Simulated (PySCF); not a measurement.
**Run report: C$_{5}$H$_{12}$Si, single-point calculation**

The run: single-point calculation of C$_{5}$H$_{12}$Si. Method and program: PBE0/6-31G*, RKS (PySCF 2.14.0).

A bond length was changed on purpose from its optimised value.

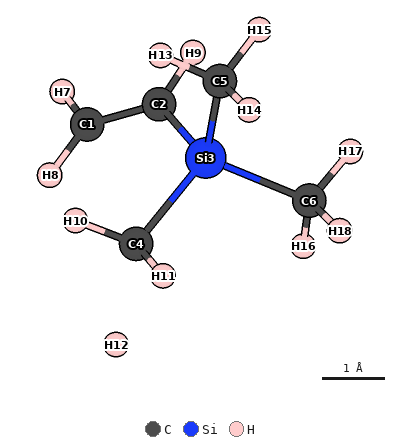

*The structure (ball-and-stick view, seen at a tilt; atoms are numbered from 1 in the order of the input). Sticks are drawn by distance; a stretched bond gets none, so the picture shows separate pieces.*

Bond lengths as drawn: C–C 1.33 Å, C–H 1.09 Å and C–Si 1.87 to 1.88 Å.

### Summary

```tsv
quantity	value
outcome	converged
total energy	−486.682253 hartree
basis functions	112
HOMO	−6.93 eV
LUMO	−2.85 eV
dipole moment	1.70 D
hardware	1 thread of Arm Neoverse V1, 24 GiB of memory available, shared host
wall time	63 s
peak memory	0.62 GiB
```

### The input (calc.py)
```python
from pyscf import gto, dft

molecule = gto.M(
    atom='''
C     -3.965173     1.318246     0.941290
C     -2.333451     2.456447    -0.595719
Si     1.162561     2.563274    -0.102501
C      2.001146     0.833683     2.869131
C      2.185489     5.948453     0.131013
C      2.759607     1.050661    -2.881343
H     -5.987879     1.300332     0.583923
H     -3.350558     0.343696     2.641382
H     -3.106330     3.392221    -2.262930
H      1.103092     1.687839     4.521451
H      4.044469     0.879717     3.172810
H      0.735935    -3.526191     2.671657
H      1.298433     6.881921     1.745576
H      4.234803     6.089181     0.357610
H      1.667080     7.001031    -1.569684
H      2.216178    -0.933778    -3.059676
H      2.250722     2.005030    -4.641793
H      4.815685     1.135964    -2.691104
''',
    basis='6-31g*',
    max_memory=1860,
    verbose=3,
    unit='bohr',
)

calc0 = dft.RKS(molecule, xc='pbe0')
calc0.conv_tol = 1e-10
calc0.grids.level = 5
calc0.kernel()
if not calc0.converged:
    calc0 = calc0.newton().run(calc0.mo_coeff, calc0.mo_occ)

e_final = calc0.e_tot
print('Final energy', e_final)
```

Command:
```bash
OMP_NUM_THREADS=1 python calc.py
```

### What the program printed
```
converged SCF energy = -486.682253440686
Final energy -486.68225344068645
```

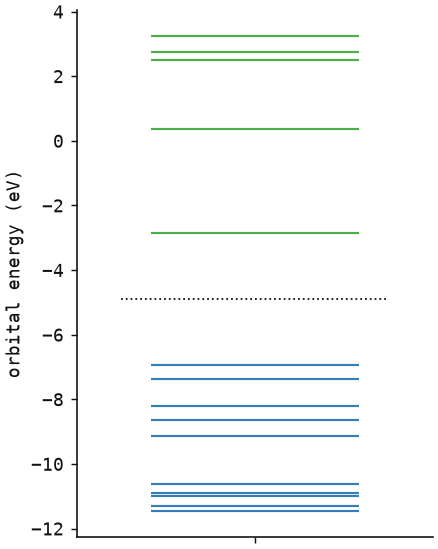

*Orbital energies near the frontier; the dotted line parts filled from empty levels, and levels within 0.02 eV of each other stand side by side.*

Highest filled −6.93 eV, lowest empty −2.85 eV, 4.08 eV apart.
